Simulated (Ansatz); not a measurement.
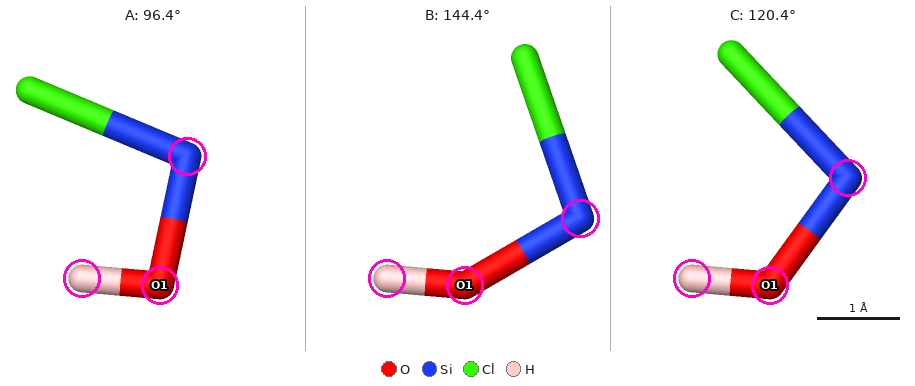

SiHOCl: the Si–O–H angle is varied, with the rest of the molecule carried along rigidly. The picture is a stick view, seen onto the plane of the angle. The ringed atoms are those of the scanned coordinate.

Level of theory: CCSD(T) (def2-TZVPP, Ansatz), on geometries moved rigidly from the minimum at PBE0-D4/def2-TZVP. Coupled cluster with a frozen core. Energies are counted from the PBE0-D4/def2-TZVP minimum geometry at the same level.

> Order these geometries by energy, lowest first.

Lowest first: C (the angle 120.4°, 0.0 meV), B (the angle 144.4°, 145.0 meV), A (the angle 96.4°, 198.5 meV). Over the whole scan: of the computed points the lowest is at the angle 120.4°, 0.0 meV. The curvature at the lowest point is about 2 eV/rad². At 96.4° the mean-field solution behind CCSD(T) isn't stable (a lower one of broken symmetry exists), so those energies are less reliable.
